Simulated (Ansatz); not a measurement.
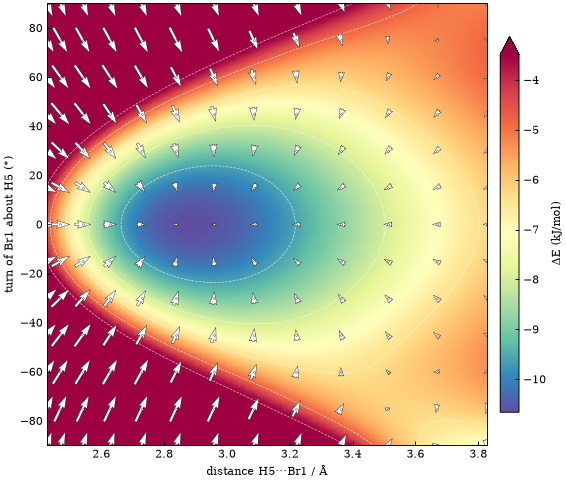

Energy landscape of the pair Br···CH₄, charge −1. 
- The turn is about an axis along (0.89, −0.45, −0.06) in the frame of the relaxed pair, normal to the line between the partners.
- First axis: distance H5···Br1. Second axis: turn of Br1 about H5.
- The scan uses a 13 × 13 grid.
- Energies: kJ/mol, counted from the ion and the molecule far apart, frozen as in the relaxed pair, each in its own basis (no counterpoise correction).
- Theory: Ansatz 0.2.0, RKS B3LYP-D4/def2-TZVPD.

In the figure: a smooth colour map with a few white contour lines, dots at the grid points, arrows along the force (downhill), their lengths compressed, one colour for all values above the top of the scale. Between grid points the surface is interpolated. 

Describe this landscape.

Answer. The lowest grid point is at distance H5···Br1 = 2.838 Å, turn of Br1 about H5 = 0°, −10.6 kJ/mol from the ion and the molecule far apart, frozen as in the relaxed pair, each in its own basis (no counterpoise correction). The energy also falls towards the edge at distance H5···Br1 = 3.827 Å, turn of Br1 about H5 = −90° (3.4 kJ/mol above the lowest), where a further well may lie outside the range. The highest grid point, distance H5···Br1 = 2.427 Å, turn of Br1 about H5 = −90°, lies 124.4 kJ/mol above the lowest. Round the minimum the two coordinates are nearly uncoupled.

The input of one point:

```yaml
crystal:
  periodic: [false, false, false]
  atoms:
    - { symbol: Br, position_ang: [-0.234328, 0.000104, -3.260333] }
    - { symbol: C, position_ang: [0.047389, -2.3e-05, 0.659998] }
    - { symbol: H, position_ang: [-0.410319, 0.905464, 1.062372] }
    - { symbol: H, position_ang: [1.098451, -0.03209, 0.952469] }
    - { symbol: H, position_ang: [-0.031896, -4.2e-05, -0.429562] }
    - { symbol: H, position_ang: [-0.46573, -0.873415, 1.066451] }
total_charge: -1
basis:
  gaussian: { orbitals: def2-TZVPD }
hamiltonian:
  xc: { name: B3LYP }
  dispersion: d4
output:
  forces: true
```

Each point was launched as `ansatz run input.yaml --threads 1 --pin off --max-ram 2560MiB --backend cpu --events-out ev --progress --plain --runs-dir out`. Time for the 169 points that were run: 9.1 min on 1 thread of Intel(R) Xeon(R) Platinum 8375C CPU @ 2.90GHz (Ice Lake) (shared host).
